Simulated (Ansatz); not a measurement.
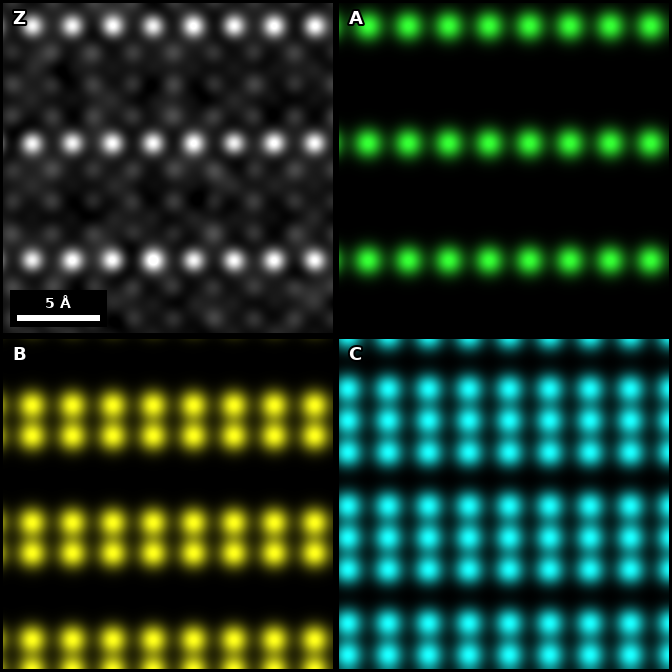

Al3AsN2 (I-4m2, No. 119) along [110]. Panel Z: Simulated incoherent Z contrast: every atom adds Z^1.7 spread by a probe of 1.07 Å full width; channelling and multiple scattering are left out. The probe carries 25 % of its weight in a tail 2.5 times as wide. The speckle of an amorphous layer was added. The other panels are simulated element maps (the number of atoms of one element along the beam, blurred by 1.4 Å; each on its own scale, no channelling). Structure used: the end point of a relaxation with DFT, PBE, plane waves, PAW (Ansatz); the starting structure was generated, so it need not be a known form of this composition.

```
N Al As
1.0
     3.44490    0.00000    0.00000
     0.00000    3.44490    0.00000
     0.00000    0.00000   14.15038
N Al As
4 6 2
Direct
  0.00000 0.00000 0.18419
  0.50000 0.50000 0.31581
  0.50000 0.50000 0.68419
  0.00000 0.00000 0.81581
  0.00000 0.50000 0.25000
  0.50000 0.00000 0.38564
  0.50000 0.00000 0.11436
  0.50000 0.00000 0.75000
  0.00000 0.50000 0.88564
  0.00000 0.50000 0.61436
  0.50000 0.50000 0.00000
  0.00000 0.00000 0.50000
```

Which element does each lettered map show?

Answer. A: As, B: N, C: Al. The projected cell (2.44 × 7.08 Å, 90°) holds 6 columns: 3 of Al, 2 of N and 1 of As. No column is shared by two of the mapped elements.
